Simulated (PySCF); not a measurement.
## A study: C4H12O4Si, SMILES `CO[Si](OC)(OC)OC`

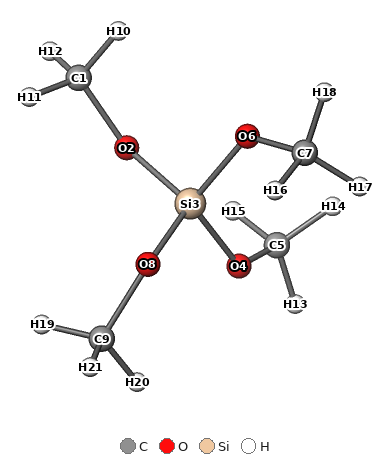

The molecule, with its atoms numbered as below. No frequency check shows the geometry to be a minimum.

Cartesian coordinates (Å):

```
C1       1.7309   -1.6052    1.3523
O2       0.5487   -0.8495    1.2723
Si3      0.0001   -0.0011   -0.0001
O4      -1.2736    0.8460    0.5471
C5      -1.3577    1.6090    1.7242
O6       1.2735    0.8459   -0.5472
C7       1.3577    1.6086   -1.7245
O8      -0.5487   -0.8498   -1.2720
C9      -1.7310   -1.6055   -1.3519
H10      2.5900   -1.0033    1.0546
H11      1.6713   -2.4807    0.7022
H12      1.8438   -1.9256    2.3885
H13     -2.3984    1.9125    1.8427
H14     -0.7238    2.4953    1.6524
H15     -1.0434    1.0192    2.5856
H16      1.0433    1.0187   -2.5857
H17      0.7238    2.4950   -1.6529
H18      2.3984    1.9121   -1.8430
H19     -1.6713   -2.4809   -0.7017
H20     -2.5900   -1.0035   -1.0543
H21     -1.8439   -1.9261   -2.3881
```

### 1. Bonding charge

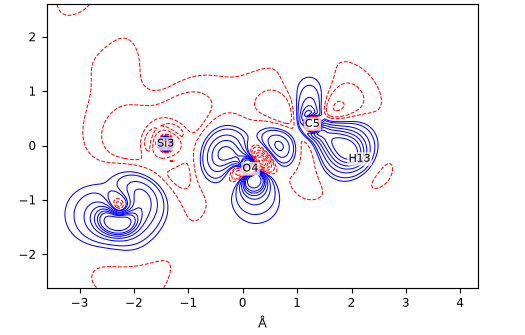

Deformation density (molecule less spherical, spin-averaged free atoms) in the plane of Si3, O4, C5 and H13; contours at ±0.05 to ±0.8 e/Å³; solid blue lines: gain, dashed red lines: loss.

Computed with PySCF, HF/def2-SVP, geometry: GFN2-xTB.

Describe the bonding that the map shows.

Answer. C5–H13: +0.76 e/Å³ at the bond critical point (bond length 1.09 Å, Mayer order 1.0). O4–C5: +0.07 e/Å³ at the bond critical point (bond length 1.41 Å, Mayer order 0.8); up to 0.6 Å beside the axis the gain reaches +0.32 e/Å³. Si3–O4: +0.05 e/Å³ at the bond critical point (bond length 1.62 Å, Mayer order 1.0); up to 0.6 Å beside the axis the gain reaches +0.40 e/Å³. In all, 5.0 electrons gather in the regions of gain relative to the promolecule. A small or negative value marks a very polar bond, one between electron-rich atoms, whose free-atom densities already overlap strongly, a long bond to a heavier atom, or a closed-shell contact such as a hydrogen bond.

### 2. Bond critical points

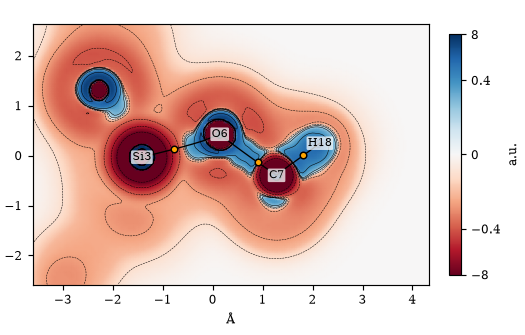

Negative Laplacian of the density (−∇²ρ) in the plane of Si3, O6, C7 and H18 (blue positive, red negative, colour scale in a.u., logarithmic beyond ±0.04), with bond paths and bond critical points (dots).

At which bond critical points in this plane is charge locally concentrated, and at which depleted?

Answer. Concentrated (∇²ρ < 0): C7–H18 (−1.16 a.u.); O6–C7 (−0.10 a.u.). Depleted (∇²ρ > 0): Si3–O6 (+1.12 a.u., H = −0.016).

Where along O6–C7 does the critical point lie?

Answer. 0.95 Å from O6 and 0.45 Å from C7.

### 3. Local ionisation energy

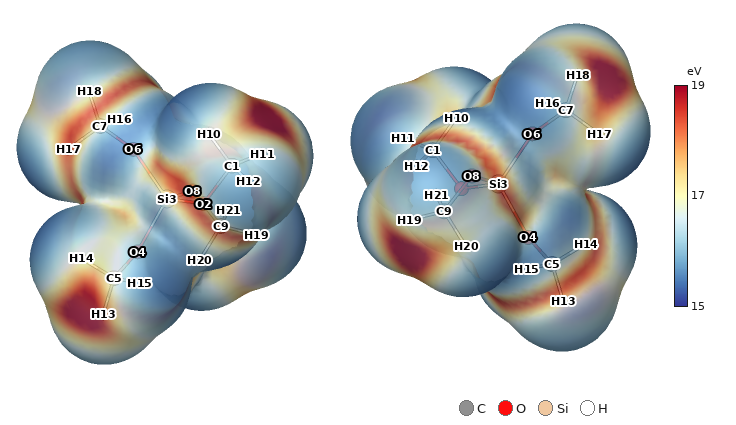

Average local ionisation energy on the surface of electron density 0.001 a.u. (back view left, front view right).

Locate the minima of the map.

Answer. The lowest value is 15.4 eV, 1.8 Å from O2, and at like points elsewhere. Further minima include 15.4 eV, 1.3 Å from H20. For comparison, the highest occupied orbital lies at −12.0 eV.

### 4. Excited states

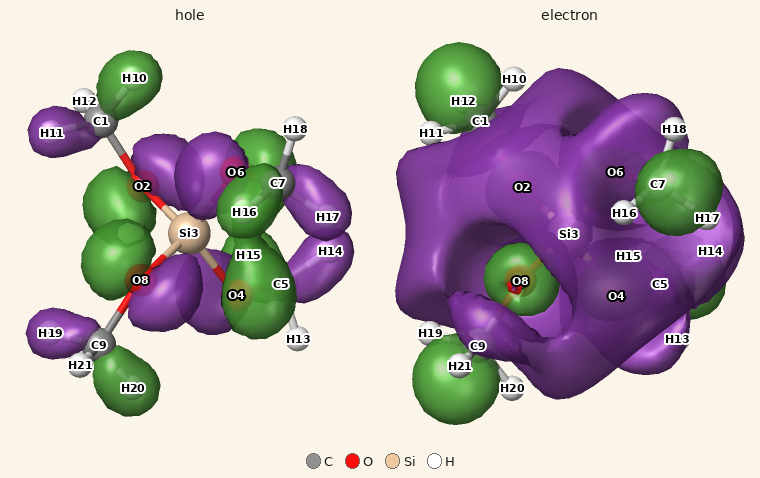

Leading natural transition orbital pair of S₃ (full linear response singlet states); the surfaces enclose about 78 % of each orbital's density.

Computed with PySCF, CAM-B3LYP/6-31G*, geometry: GFN2-xTB. Without diffuse functions Rydberg states are missing, so the states' numbers hold for this basis only.

Where does the state lie, and where do hole and electron sit?

Answer. 8.87 eV (140 nm), f = 0.000 (dark); the leading pair carries 82 %; hole on O2, O4, O6 and O8 (16 % each) and Si3 (7 %), electron on Si3 (23 %), O2, O4, O6 and O8 (7 % each) and C1, C5, C7 and C9 (6 % each) (shares are of the whole state, not of the leading pair alone); their centroids lie 0.0 Å apart. In canonical orbitals it is mainly HOMO−2 → LUMO (80 %). The HOMO–LUMO gap is 12.29 eV.

### 5. In an electric field

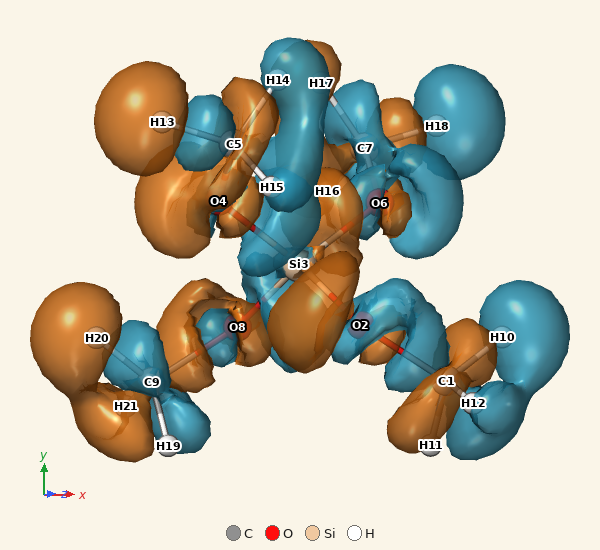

Change of the electron density in a uniform field of 0.41 V/Å, surfaces at ±0.003 e/Å³ (light blue: gain, orange: loss).

Computed with PySCF, B3LYP/6-31+G*, geometry: GFN2-xTB. The basis has diffuse s and p functions alone, which still leaves polarisabilities too small, most of all across bonds.

Along which Cartesian direction does the field point?

Answer. Along −x: electrons gather on the +x side, against the field.

What dipole is induced, and what polarisability does it imply?

Answer. The induced dipole is 1.64 D (along the field); α along this axis, from the fields in both directions, is 81 bohr³ (12.0 Å³).

Which atoms gain and lose the most charge?

Answer. Electrons gather most on H18 (Hirshfeld charge changes by −0.016 e) and leave H13 most (+0.015 e); 0.166 electrons are displaced in all.

### 6. Localised orbitals

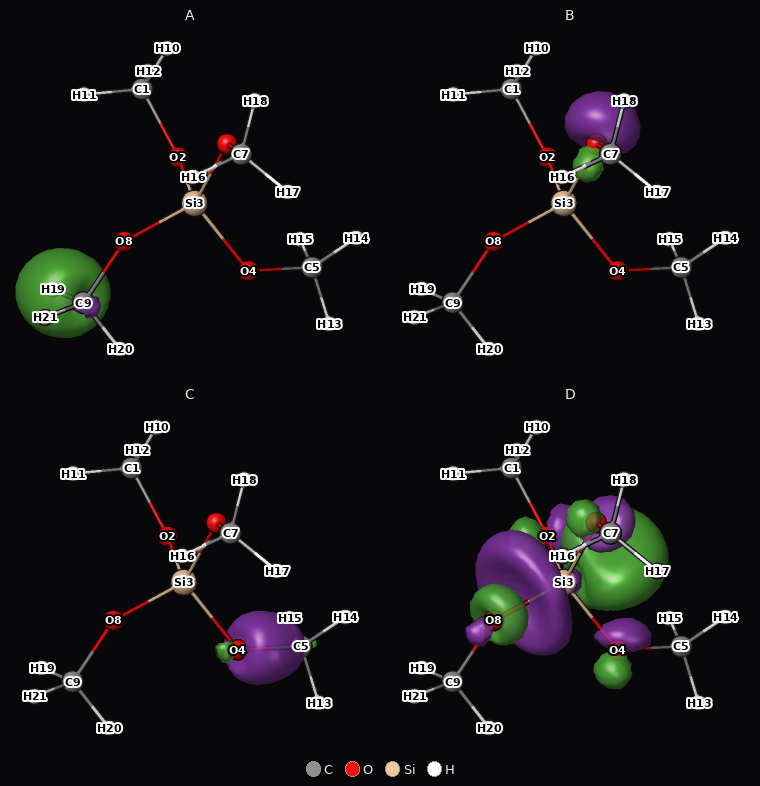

Intrinsic bond orbitals (IBO), occupied and valence-virtual; each surface holds about 70 % of the orbital's density. Energies are diagonal elements of the Fock matrix.

Computed with PySCF, HF/cc-pVDZ, geometry: GFN2-xTB.

What does each orbital represent in a Lewis picture?

Answer. By panel:
- A: σ bond C9–H19 (C9 56 %, H19 44 %; −18.3 eV)
- B: lone pair on O6 (sp3-type) (O6 97 %; −17.4 eV)
- C: σ bond O4–C5 (O4 65 %, C5 34 %; −25.4 eV)
- D: σ* orbital Si3–O8, mostly on Si3 (Si3 75 %, O8 12 %, O6 4 %; 13.3 eV)

Which has the smallest and which the largest spatial spread?

Answer. Smallest: C (0.73 Å); largest: D (1.57 Å).
